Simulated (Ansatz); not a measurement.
**BLYP/cc-pVTZ run of NO2F (SMILES O=[N+]([O-])F)**

What is the energy change on altering one bond length of NO2F at BLYP/cc-pVTZ? 

The results are computed with Ansatz 0.2.0.

36 further runs of the same task are left out: 36 set aside as unsound or not needed.

### Step 1. The structure to begin with

NO2F has 4 atoms, charge 0, and is taken as a singlet. As SMILES, `O=[N+]([O-])F`. Geometry: relaxed at PBE0-D4/def2-TZVP.

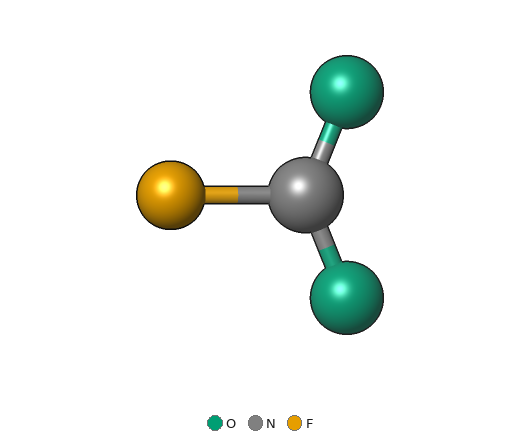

Viewed from a chosen angle; oxygen teal, nitrogen grey, fluorine amber.

### Step 2. A single-point energy at BLYP/cc-pVTZ

Input file input.yaml:

```yaml
basis:
  gaussian:
    orbitals: cc-pVTZ
crystal:
  periodic: [false, false, false]
  atoms:
    - {symbol: O, position_ang: [0.188290, 0.469930, 1.120250]}
    - {symbol: "N", position_ang: [0.079720, -0.071800, 0.089140]}
    - {symbol: O, position_ang: [0.476580, -1.068680, -0.376880]}
    - {symbol: F, position_ang: [-0.744590, 0.670550, -0.832510]}
hamiltonian:
  xc: {name: BLYP}
accuracy: high
output: {orbitals: {seedname: orbitals}}
```

Command:

```console
$ ansatz run input.yaml --threads 1 --pin off --max-ram 3480MiB --events-out events.jsonl --progress --plain --runs-dir runs
```

Output:

```text
Warning: RAYON_NUM_THREADS=1 ignored (pool sized by the plan → 1); use --threads N
Functional definition: BLYP
  name "BLYP"
  parameter beta = 0.0042
  parameter a = 0.04918
  parameter b = 0.132
  parameter c = 0.2533
  parameter d = 0.349
  exchange = b88_x(beta = beta)
  correlation = lyp_c(a = a, b = b, c = c, d = d)
2042 factors; integrals over basis functions are off by at most 3.0e-9 eV
mean field evaluation 1: about -8294.3304 eV, gradient 6.2e1 eV
mean field evaluation 2: about -8271.9142 eV, gradient 1.4e2 eV
mean field evaluation 4: about -8299.2485 eV, gradient 1.5e1 eV
mean field evaluation 8: about -8299.5619 eV, gradient 5.7e-1 eV
mean field evaluation 16: about -8299.5624 eV, gradient 6.0e-6 eV
mean field -8299.56243943 eV, -305.0032940035 hartree, gradient 3.9e-8 eV, S^2 0.000000; 0 other end points of the search recorded, 0 dependent functions left out
reference -8299.56247009 eV, -305.0032951303 hartree; 16, 16 occupied and 104, 104 virtual orbitals, 2042 factors
Total energy: -8299.56247009 eV, -305.0032951303 hartree
```

Run time: 4.5 s. Hardware: 1 thread of Arm Neoverse V2, shared host; peak memory 0.28 GiB.

### Step 3. The distorted shape

Input file in.yaml:

```yaml
basis:
  gaussian:
    orbitals: cc-pVTZ
crystal:
  periodic: [false, false, false]
  atoms:
    - {symbol: O, position_ang: [0.311961, 0.358556, 1.258525]}
    - {symbol: "N", position_ang: [0.203391, -0.183174, 0.227415]}
    - {symbol: O, position_ang: [0.600251, -1.180054, -0.238605]}
    - {symbol: F, position_ang: [-0.744590, 0.670550, -0.832510]}
hamiltonian:
  xc: {name: BLYP}
accuracy: high
output: {orbitals: {seedname: orbitals}}
```

Command:

```console
$ ansatz run in.yaml --threads 1 --pin off --max-ram 3480MiB --events-out events.jsonl --progress --plain --runs-dir runs
```

Output (excerpt; [...] marks lines left out):

```text
Warning: RAYON_NUM_THREADS=1 ignored (pool sized by the plan → 1); use --threads N
[... 9 set-up lines as earlier in the session ...]
2019 factors; integrals over basis functions are off by at most 2.9e-9 eV
mean field evaluation 1: about -8294.8545 eV, gradient 5.9e1 eV
mean field evaluation 2: about -8275.6573 eV, gradient 1.3e2 eV
mean field evaluation 4: about -8298.6297 eV, gradient 2.4e1 eV
mean field evaluation 8: about -8299.5933 eV, gradient 3.4e-1 eV
mean field evaluation 16: about -8299.5934 eV, gradient 5.6e-6 eV
mean field -8299.59340465 eV, -305.0044319543 hartree, gradient 9.2e-8 eV, S^2 0.000000; 0 other end points of the search recorded, 0 dependent functions left out
reference -8299.59343518 eV, -305.0044330765 hartree; 16, 16 occupied and 104, 104 virtual orbitals, 2019 factors
Total energy: -8299.59343518 eV, -305.0044330765 hartree
```

Run time: 4.2 s. Hardware: 1 thread of Arm Neoverse V2, shared host; peak memory 0.28 GiB.

### Step 4. Outcome

Level: BLYP/cc-pVTZ.

| quantity | value |
| --- | --- |
| first shape: total energy | -305.00330 Eh |
| first shape: HOMO energy | -8.25 eV |
| first shape: LUMO energy | -3.40 eV |
| first shape: HOMO–LUMO gap | 4.86 eV |
| distorted shape: total energy | -305.00443 Eh |
| distorted shape: HOMO energy | -8.45 eV |
| distorted shape: LUMO energy | -3.96 eV |
| distorted shape: HOMO–LUMO gap | 4.49 eV |
| energy change with the N2–F4 bond stretched from 1.442 to 1.659 Å | -0.031 eV |

With the N2–F4 bond stretched from 1.442 to 1.659 Å the energy falls by 0.03 eV (3.0 kJ/mol). The first shape isn't relaxed at this level, so the change isn't measured from a minimum.
